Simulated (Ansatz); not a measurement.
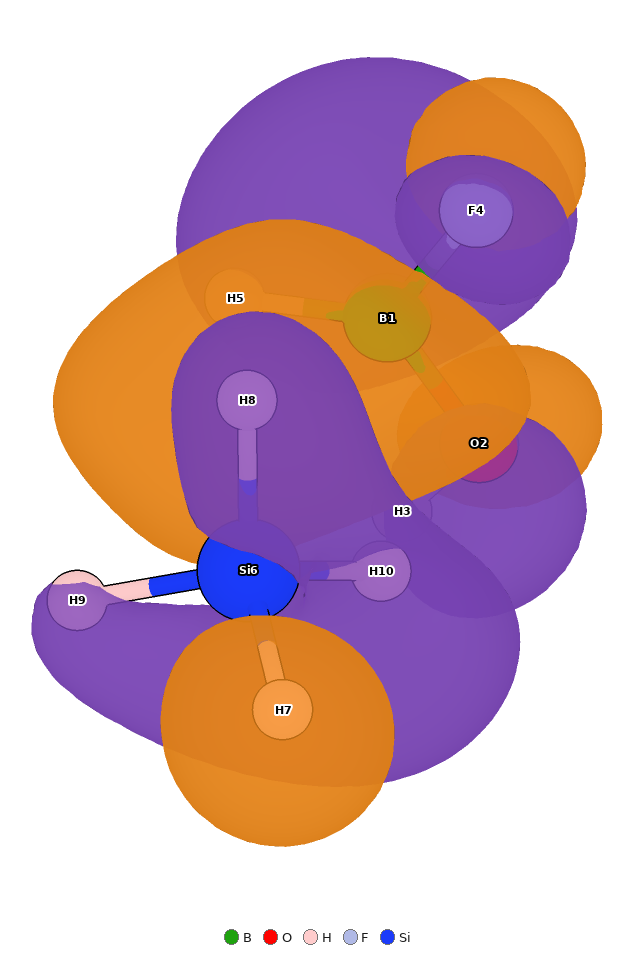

Figure 1: BFH2O···SiH4. The LUMO at ±0.06 Å⁻³ᐟ² (orange and purple are the two phases), seen at an oblique angle.

Not at a stationary point (largest force 0.9 eV/Å).

Computed with Ansatz 0.2.0, RKS PBE-D4/6-31G*.

The calculation's input:

```
crystal:
  periodic: [false, false, false]
  atoms:
    - { symbol: B, position_ang: [0.0, 0.0, 0.0] }
    - { symbol: O, position_ang: [0.0, 0.0, 1.76] }
    - { symbol: H, position_ang: [-0.9095, -0.2814, 2.0971] }
    - { symbol: F, position_ang: [1.1431, 0.0, -0.66] }
    - { symbol: H, position_ang: [-1.0305, 0.0, -0.595] }
    - { symbol: Si, position_ang: [0.1008, 2.1328, 0.7095] }
    - { symbol: H, position_ang: [0.6771, 2.1737, 2.0503] }
    - { symbol: H, position_ang: [0.9351, 2.9107, -0.2019] }
    - { symbol: H, position_ang: [-1.2441, 2.7001, 0.741] }
    - { symbol: H, position_ang: [0.0529, 1.1188, 1.7067] }
basis:
  gaussian: { orbitals: "6-31G*" }
hamiltonian:
  xc: pbe
  dispersion: d4
relax:
  f_tol: 0.15
  max_steps: 25
  restrain:
    - { distance: [0, 5], at: 3.15, k: 30.0 }
    - { distance: [9, 1], at: 2.21, k: 30.0 }
    - { distance: [0, 1], at: 1.41, k: 30.0 }
    - { distance: [9, 5], at: 1.46, k: 30.0 }
output:
  orbitals: {}
```

Command:

```sh
ansatz run input.yaml --threads 1 --pin off --max-ram 2048MiB --backend cpu --events-out ev --progress --plain --runs-dir out
```

The fields are those of the run's last geometry, not of the input's.

Where does this orbital lie, and at what energy?

It lies mainly on B1 (about 45 %), Si6 (about 15 %), O2 (about 10 %), F4 (about 10 %) and H5 (about 5 %). Its energy is −0.65 eV.
